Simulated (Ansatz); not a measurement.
**Molecular dynamics of CH$_{5}$BBr (part 3 of 3)**

CH$_{5}$BBr, multiplicity 2; UKS CAM-B3LYP-D4/def2-SVP (Ansatz 0.2.0). It belongs to a series of runs on one base structure; here: dynamics from the highest image of the converged band.

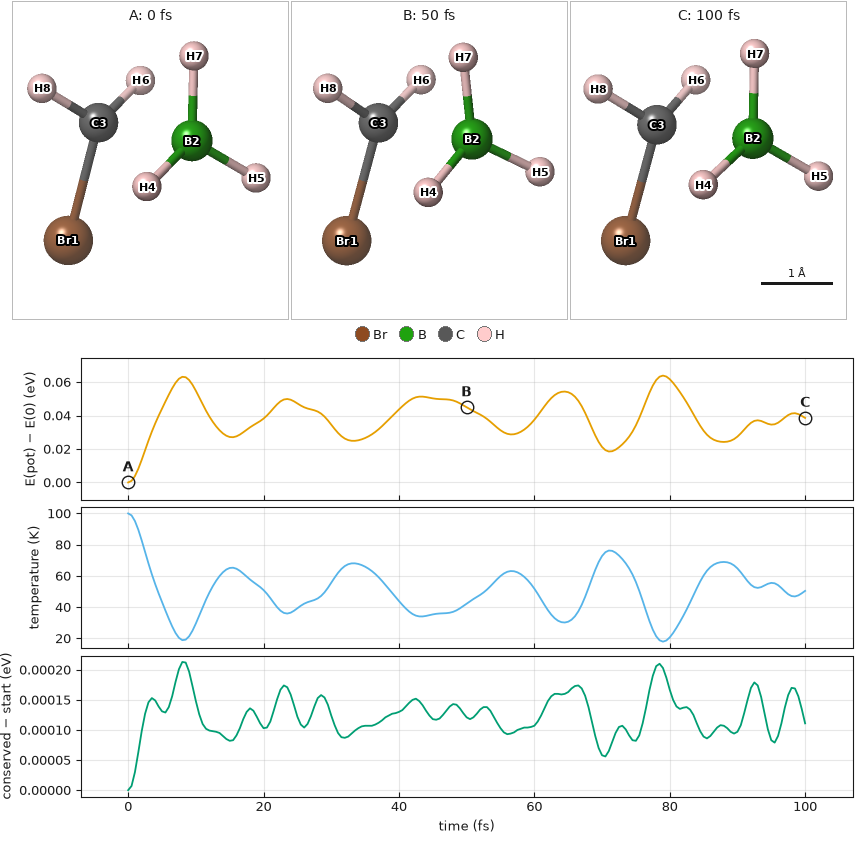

Frames of the molecular dynamics (ball-and-stick, seen at a tilt) above the curves, on which the letters mark them. The trajectory kept here has 201 frames over 100 fs. The temperature starts at 100 K, ranges from 18 to 100 K and averages 51 K over the second half. The potential energy ends 0.039 eV above its first value. The conserved quantity stays within 0.00021 eV. After an unweighted best fit of the last frame on the first, the root-mean-square displacement is 0.05 Å.

```
Total energy: -71830.55648833 eV, -2639.7242624461 hartree
Atom 0 at    -1.323121    -1.370287     1.220874 Å, force    -0.269036    -0.155232    -0.072883 eV/Å
Atom 1 at     0.132039     0.294820    -1.082910 Å, force    -0.248924    -0.185995     0.179772 eV/Å
Atom 2 at     0.010936    -0.143868     0.918461 Å, force     0.370025     0.446286     0.516468 eV/Å
Atom 3 at     0.398351    -0.832804    -1.453966 Å, force     0.001725     0.230981    -0.028010 eV/Å
Atom 4 at    -0.972425     0.746789    -1.318670 Å, force     0.175846    -0.106709     0.022666 eV/Å
Atom 5 at    -0.181727     0.851056     1.341856 Å, force    -0.197208    -0.084535    -0.284935 eV/Å
Atom 6 at     1.016475     1.082669    -0.826103 Å, force     0.084069    -0.015086    -0.047234 eV/Å
Atom 7 at     1.005232    -0.526587     1.156330 Å, force     0.083502    -0.129711    -0.285844 eV/Å
Dipole moment:     0.017620    -0.072089     0.518485 e Å
```

Trajectory as extended XYZ (Å, eV, eV/Å), 12 of the 201 frames kept, from step=0 to step=200
```
8
Properties=species:S:1:pos:R:3:forces:R:3 step=0 time_fs=0.0 energy=-71830.59494 temperature=100.0
Br   -1.3199   -1.3660    1.2111   -0.0041  -0.0038  -0.0012
B     0.0981    0.2518   -1.0357   -0.0044  -0.0044   0.0029
C     0.0257   -0.1269    0.9427    0.0024   0.0036  -0.0065
H     0.3663   -0.8390   -1.4790    0.0000  -0.0001   0.0000
H    -1.0051    0.7009   -1.2348   -0.0001   0.0001   0.0002
H    -0.2057    0.8710    1.3195    0.0020   0.0021   0.0005
H     1.0086    1.0288   -0.8218    0.0020   0.0011   0.0035
H     1.0318   -0.5206    1.0981    0.0023   0.0015   0.0006
8
Properties=species:S:1:pos:R:3:forces:R:3 step=18 time_fs=9.0 energy=-71830.53370 temperature=21.3
Br   -1.3204   -1.3662    1.2114    0.1932  -0.0992   0.0991
B     0.1041    0.2459   -1.0376   -0.2719   0.1468  -0.0550
C     0.0266   -0.1362    0.9504   -0.3711   0.4799  -0.3472
H     0.3409   -0.8341   -1.5348   -0.0405   0.1309   0.1023
H    -0.9762    0.7740   -1.1593   -0.1083  -0.2326  -0.1590
H    -0.2465    0.8886    1.2008   -0.0317  -0.0192   0.1903
H     0.9855    1.0272   -0.8020    0.4315   0.0446  -0.0554
H     1.0619   -0.4237    1.0784    0.1988  -0.4511   0.2248
8
Properties=species:S:1:pos:R:3:forces:R:3 step=36 time_fs=18.0 energy=-71830.56200 temperature=57.7
Br   -1.3196   -1.3674    1.2125   -0.0490  -0.0733  -0.0232
B     0.1047    0.2611   -1.0381    0.1758  -0.1000  -0.1022
C     0.0241   -0.1260    0.9409   -0.6034   0.0679  -0.1390
H     0.3057   -0.8139   -1.5500    0.0153  -0.0744   0.0700
H    -1.0062    0.7218   -1.1804    0.1557   0.1608   0.0222
H    -0.2778    0.8876    1.2143    0.2475  -0.0460   0.1220
H     1.0948    0.9609   -0.8447   -0.3370  -0.0152  -0.0057
H     1.0050   -0.5181    1.1732    0.3951   0.0802   0.0559
8
Properties=species:S:1:pos:R:3:forces:R:3 step=55 time_fs=27.5 energy=-71830.55180 temperature=44.6
Br   -1.3192   -1.3692    1.2135   -0.1711   0.0570  -0.0922
B     0.1089    0.2630   -1.0472    0.1517   0.0362   0.0939
C     0.0114   -0.1188    0.9297    0.0593   0.2891   0.4764
H     0.2748   -0.8332   -1.5081    0.0280  -0.1681  -0.0546
H    -0.9711    0.7773   -1.2019    0.0052   0.0957  -0.0006
H    -0.1923    0.8884    1.3156   -0.2478  -0.1214  -0.2240
H     1.1057    0.9535   -0.8732   -0.2146  -0.0518   0.0783
H     0.9777   -0.5079    1.2329    0.3894  -0.1367  -0.2772
8
Properties=species:S:1:pos:R:3:forces:R:3 step=73 time_fs=36.5 energy=-71830.56478 temperature=61.3
Br   -1.3201   -1.3705    1.2137    0.1126   0.0699   0.0016
B     0.1136    0.2559   -1.0552   -0.2288   0.1347   0.1212
C     0.0144   -0.1117    0.9448   -0.1945   0.1225   0.0453
H     0.2520   -0.8727   -1.4663    0.0085   0.1286  -0.0479
H    -0.9093    0.8726   -1.2222   -0.2044  -0.2235  -0.1006
H    -0.2489    0.8895    1.3145    0.1586  -0.2263  -0.1023
H     1.0584    0.9658   -0.8387    0.4242   0.0022  -0.0081
H     1.0338   -0.4838    1.0706   -0.0763  -0.0080   0.0909
8
Properties=species:S:1:pos:R:3:forces:R:3 step=91 time_fs=45.5 energy=-71830.54497 temperature=35.7
Br   -1.3202   -1.3711    1.2138    0.1732   0.0725   0.0718
B     0.1142    0.2671   -1.0536    0.0257  -0.1856  -0.2124
C     0.0113   -0.1107    0.9594   -0.2475   0.0432  -0.3490
H     0.2431   -0.8687   -1.4682    0.0157   0.1728   0.0484
H    -0.9369    0.8282   -1.2886    0.1572  -0.0027   0.1577
H    -0.2575    0.8980    1.2953    0.2338  -0.1986   0.0618
H     1.1298    0.9020   -0.8382   -0.1480   0.0862  -0.1202
H     1.0441   -0.4736    0.9559   -0.2101   0.0122   0.3418
8
Properties=species:S:1:pos:R:3:forces:R:3 step=109 time_fs=54.5 energy=-71830.56216 temperature=57.9
Br   -1.3190   -1.3709    1.2146   -0.2008   0.0233   0.0619
B     0.1184    0.2718   -1.0607    0.2887   0.0020  -0.0472
C    -0.0078   -0.1134    0.9515    0.7878   0.0238  -0.0236
H     0.2541   -0.8452   -1.4768    0.0116  -0.2179  -0.0556
H    -0.9418    0.8062   -1.2668   -0.0123   0.1492   0.1229
H    -0.1705    0.8909    1.3506   -0.2973  -0.0388  -0.0369
H     1.1501    0.9095   -0.9022   -0.3010   0.0474   0.0489
H     1.0144   -0.5044    1.0615   -0.2767   0.0111  -0.0703
8
Properties=species:S:1:pos:R:3:forces:R:3 step=127 time_fs=63.5 energy=-71830.54149 temperature=31.3
Br   -1.3194   -1.3706    1.2158   -0.3479  -0.1099  -0.0520
B     0.1288    0.2663   -1.0750   -0.1524   0.2666   0.2717
C    -0.0013   -0.1124    0.9415    0.3037  -0.5660   0.2744
H     0.2634   -0.8553   -1.4880    0.0248  -0.0262  -0.0806
H    -0.9243    0.8449   -1.1629   -0.2088  -0.1530  -0.1346
H    -0.2402    0.8564    1.3699    0.0425   0.3021  -0.1002
H     1.0776    0.9956   -0.9277    0.2976  -0.0774   0.0544
H     0.9776   -0.5618    1.1485    0.0406   0.3638  -0.2330
8
Properties=species:S:1:pos:R:3:forces:R:3 step=145 time_fs=72.5 energy=-71830.57394 temperature=73.1
Br   -1.3227   -1.3713    1.2168    0.1572  -0.0447   0.0194
B     0.1328    0.2777   -1.0743   -0.2673  -0.2341  -0.0166
C     0.0138   -0.1235    0.9486    0.0369  -0.2271  -0.1192
H     0.2865   -0.8425   -1.5339    0.0097   0.2833   0.1131
H    -0.9761    0.7768   -1.1362    0.2161  -0.0373  -0.1023
H    -0.2674    0.8714    1.2652   -0.0001   0.3555   0.1121
H     1.1002    0.9902   -0.9253    0.0094   0.0171  -0.0072
H     1.0456   -0.4558    1.1040   -0.1619  -0.1128   0.0007
8
Properties=species:S:1:pos:R:3:forces:R:3 step=164 time_fs=82.0 energy=-71830.54390 temperature=34.4
Br   -1.3247   -1.3723    1.2179    0.3572   0.1821   0.0596
B     0.1289    0.2862   -1.0692    0.1917  -0.1806  -0.2663
C     0.0222   -0.1277    0.9541   -0.0631  -0.2389  -0.4468
H     0.3382   -0.7972   -1.5610   -0.0270  -0.0942   0.1120
H    -0.9875    0.7293   -1.1904    0.0751   0.1832   0.0359
H    -0.2343    0.9003    1.1654   -0.1684   0.2909   0.2993
H     1.1125    0.9877   -0.9187   -0.2488   0.1058   0.0552
H     1.0618   -0.4421    1.0660   -0.1167  -0.2483   0.1509
8
Properties=species:S:1:pos:R:3:forces:R:3 step=182 time_fs=91.0 energy=-71830.56337 temperature=59.5
Br   -1.3236   -1.3717    1.2195   -0.0794   0.1144  -0.0325
B     0.1306    0.2820   -1.0797    0.0964   0.4909   0.2280
C     0.0200   -0.1277    0.9381   -0.2275  -0.4733  -0.1386
H     0.3707   -0.8068   -1.5103    0.0389  -0.2389  -0.0812
H    -0.9469    0.7879   -1.2331   -0.2654  -0.1149  -0.0901
H    -0.2308    0.8912    1.2250    0.0901   0.0844   0.1315
H     1.0245    1.0779   -0.8726    0.1391  -0.1604  -0.0005
H     0.9971   -0.5693    1.1280    0.2079   0.2978  -0.0167
8
Properties=species:S:1:pos:R:3:forces:R:3 step=200 time_fs=100.0 energy=-71830.55637 temperature=50.4
Br   -1.3231   -1.3703    1.2209   -0.2690  -0.1552  -0.0729
B     0.1320    0.2948   -1.0829   -0.2489  -0.1860   0.1798
C     0.0109   -0.1439    0.9185    0.3700   0.4463   0.5165
H     0.3984   -0.8328   -1.4540    0.0017   0.2310  -0.0280
H    -0.9724    0.7468   -1.3187    0.1758  -0.1067   0.0227
H    -0.1817    0.8511    1.3419   -0.1972  -0.0845  -0.2849
H     1.0165    1.0827   -0.8261    0.0841  -0.0151  -0.0472
H     1.0052   -0.5266    1.1563    0.0835  -0.1297  -0.2858
```

The run was set up as follows.

The input
```yaml
crystal:
  periodic: [false, false, false]
  atoms:
    - { symbol: Br, position_ang: [-1.319871, -1.366005, 1.211065] }
    - { symbol: B, position_ang: [0.098117, 0.251797, -1.035695] }
    - { symbol: C, position_ang: [0.025707, -0.12692, 0.942691] }
    - { symbol: H, position_ang: [0.366337, -0.839044, -1.479032] }
    - { symbol: H, position_ang: [-1.005086, 0.700914, -1.234808] }
    - { symbol: H, position_ang: [-0.205658, 0.871042, 1.31946] }
    - { symbol: H, position_ang: [1.008625, 1.0288, -0.821818] }
    - { symbol: H, position_ang: [1.031828, -0.520586, 1.098134] }
magnetization:
  spin_polarized: true
  initial_magnetization: 1
basis:
  gaussian: { orbitals: def2-SVP }
hamiltonian:
  xc: cam_b3lyp
  dispersion: d4
md:
  timestep: 0.5
  n_steps: 200
  ensemble: nve
  temperature: 100.0
  initial_velocities: maxwell_boltzmann
  seed: 11712
```

Launched with:
```bash
ansatz run input.yaml --threads 4 --pin off --max-ram 5120MiB --backend cpu --events-out ev --progress --plain --runs-dir out
```

Summary

```tsv
quantity	value
outcome	finished
mean temperature over the second half	51 K
trajectory	200 steps, 100 fs
ensemble	nve
temperature in the input	100.0 K
time step	0.5 fs
potential energy (last step)	−71830.5565 eV
mean-field energy (last step)	−71830.4462 eV
⟨S²⟩ (last step)	0.755
largest force (length of the vector) (last step)	0.776 eV/Å
hardware	4 threads of Arm Neoverse N1, 16 GiB of memory available, shared host
wall time	8.6 min (CPU time 32 min)
peak memory	0.27 GiB
```

Remarks

So short a trajectory is not equilibrated.
